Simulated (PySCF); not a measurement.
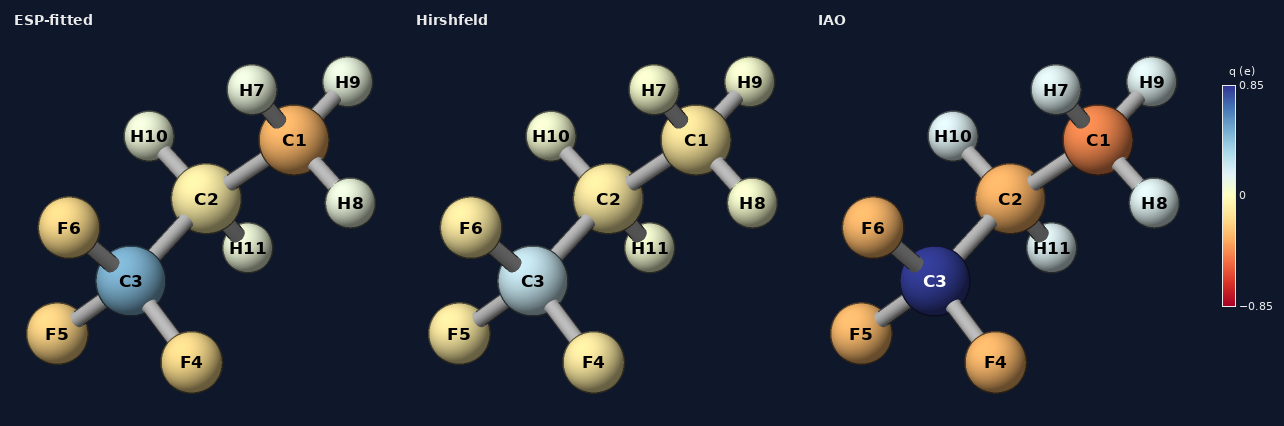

Atomic charges of one calculation by 3 schemes, on one colour scale. Computed geometry: PBE0-D3(BJ)/def2-SVP optimisation. No frequency run is at hand to confirm it as a minimum. Computed with PBE0/def2-TZVP (PySCF 2.14.0).

**Which scheme gives the most polar picture (largest mean size of the charges)?**

The IAO charges are the largest in size here, and the Hirshfeld charges the smallest.

**On which atom do the schemes disagree most?**

On C3 (from 0.25 to 0.83 e).

List the charges (e), one line for each set of equivalent atoms. Atoms whose distances differ by more than 0.02 Å in this geometry are listed apart.

| atom | ESP-fitted | Hirshfeld | IAO |
| --- | --- | --- | --- |
| C1 | −0.30 | −0.12 | −0.43 |
| C2 | −0.08 | −0.09 | −0.31 |
| C3 | 0.47 | 0.25 | 0.83 |
| F4 | −0.17 | −0.09 | −0.29 |
| F5 | −0.20 | −0.10 | −0.29 |
| F6 | −0.17 | −0.09 | −0.29 |
| H7 | 0.10 | 0.04 | 0.15 |
| H8 | 0.10 | 0.04 | 0.15 |
| H9 | 0.10 | 0.05 | 0.15 |
| H10 | 0.08 | 0.05 | 0.16 |
| H11 | 0.08 | 0.05 | 0.16 |
